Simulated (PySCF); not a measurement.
System: ClF2Si (SMILES F[Si](F)Cl) (doublet).

The calculation's input:

```
{"job": {"kind": "epr"}, "charge": 0, "multiplicity": 2}
Si    -0.124075    -0.028167     0.480410
F     -0.830660     1.283729    -0.135728
F     -0.865653    -1.300356    -0.175583
Cl     1.846406    -0.045567    -0.087645
```

Launched as:

```sh
OMP_NUM_THREADS=1 python cluster_run.py task.json out
```

Geometry: PBE0-D3(BJ)/def2-SVP.

These are results of UKS B3LYP, IGLO-III on Cl F Si, non-relativistic, mean-field spin-orbit, GIAO (PySCF), not measurements.

What can the converged electron density, electron localisation function and spin density tell about the bonding?

Si–F (1.61 Å): ρ is about 1.1 e/Å³ halfway; the ELF peaks at about 0.85 in the valence shell of F, 0.6 Å from its nucleus, and is about 0.55 at the midpoint.
The unpaired spin (1 electron) lies mostly on Si1 (about 0.7), Cl4 (about 0.1), F2 (about 0.1) and F3 (about 0.1), in electrons by Hirshfeld's partition.

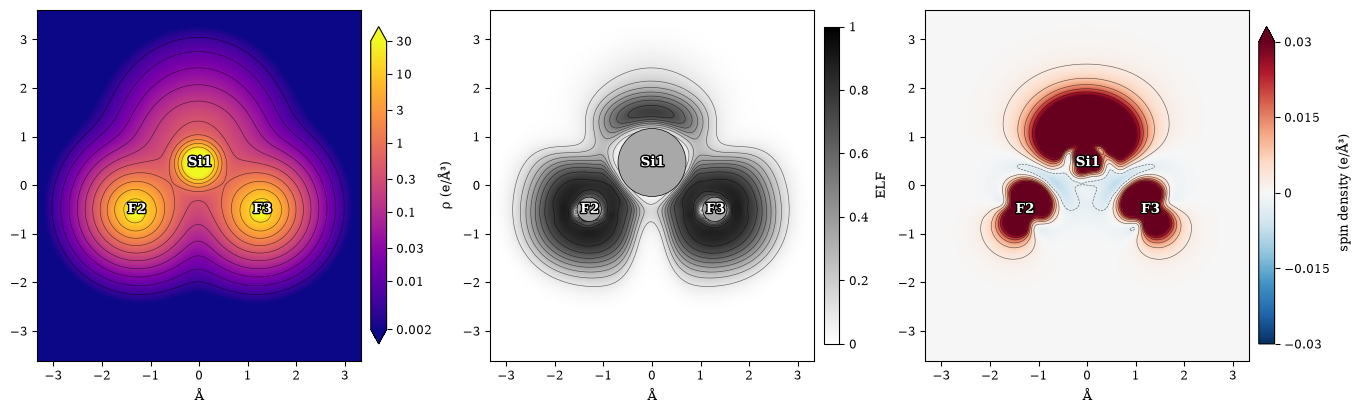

Computed electron density, electron localisation function and spin density on the plane of atoms F2, Si1 and F3, in this order. Grey discs cover the atomic cores in the ELF map. 
